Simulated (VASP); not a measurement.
Band structure of ScSi (relaxed from the zinc blende structure, space group F-43m). Method: r2SCAN meta-GGA, VASP's PBE PAW potentials (set 64) (plane waves; VASP 6.6.1).

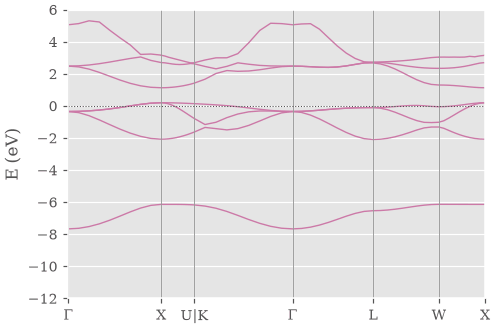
Fig. 1. Bands along high-symmetry lines, zero at the valence-band maximum or, without a gap, the Fermi level

Q: Read the plot: is there a gap, and where are the band edges?

A: It has no gap at this level: it comes out as a metal or semimetal.

The structure was generated: ScSi was put into the zinc blende type (F-43m), which need not be its known phase. It was relaxed first, which changed the volume by -14 %. The electron count is odd and the run is not spin-polarised, which forces a metal.
